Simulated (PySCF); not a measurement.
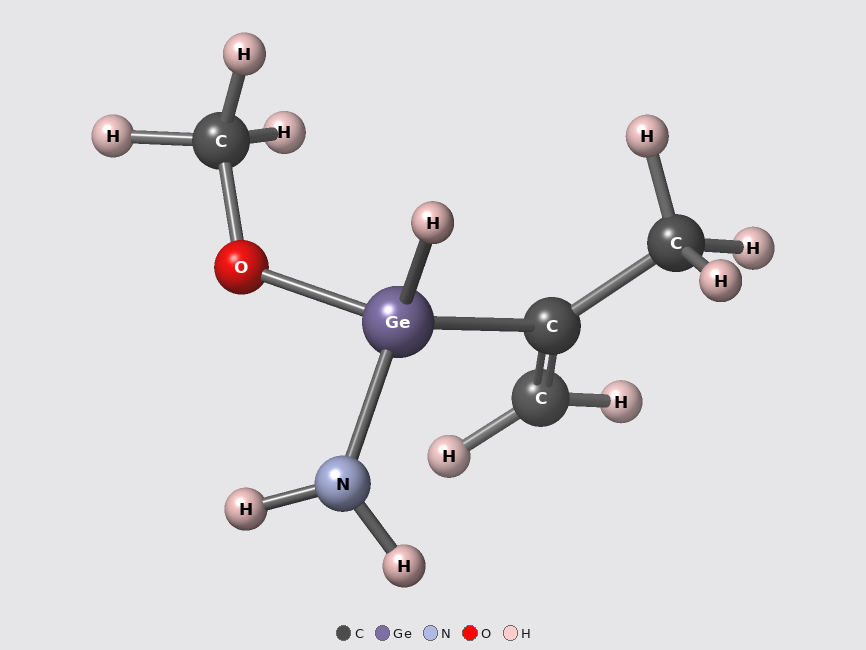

Computed geometry: GFN2-xTB optimisation. No frequency run is at hand to confirm it as a minimum. Method: ωB97X-D/def2-SVPD, gas phase (PySCF 2.14.0). Excitations: vertical, linear response.

### Estimate the lowest vertical singlet excitation.

5.87 eV.

### Estimate the LUMO energy (Kohn–Sham orbital).

1.36 eV.

### What is the dipole moment?

1.92 D.

### What is the mean static polarisability?

90.0 bohr³.

The geometry is semi-empirical. Around Ge such bond lengths and angles can be off by a tenth of an ångström or more and by several degrees, and values that hang on the shape move with them.
